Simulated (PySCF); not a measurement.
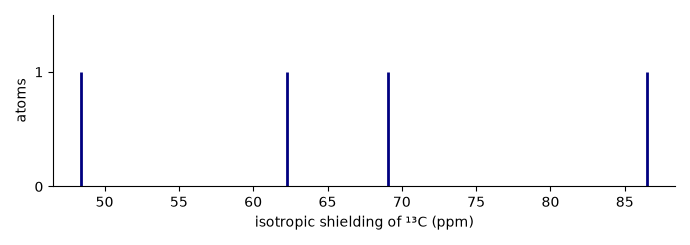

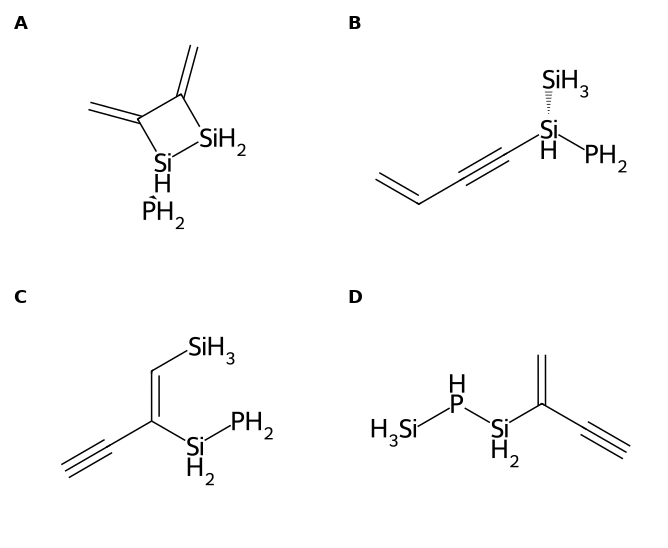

The sticks are computed shieldings of one of the molecules, for one fixed geometry (GFN2-xTB) without averaging over rotations. Low shielding means a high chemical shift. Method: GIAO PBE0/pcSseg-1 NMR shielding, non-relativistic, gas phase (PySCF 2.14.0).

Which molecule gives this pattern?

Answer. B, `C=CC#C[Si@H]([SiH3])P`. Its 4 C atoms give lines at 48.4, 62.3, 69.1, 86.5 ppm.

The geometry is semi-empirical. Around P, Si such bond lengths and angles can be off by a tenth of an ångström or more and by several degrees, and values that hang on the shape move with them.
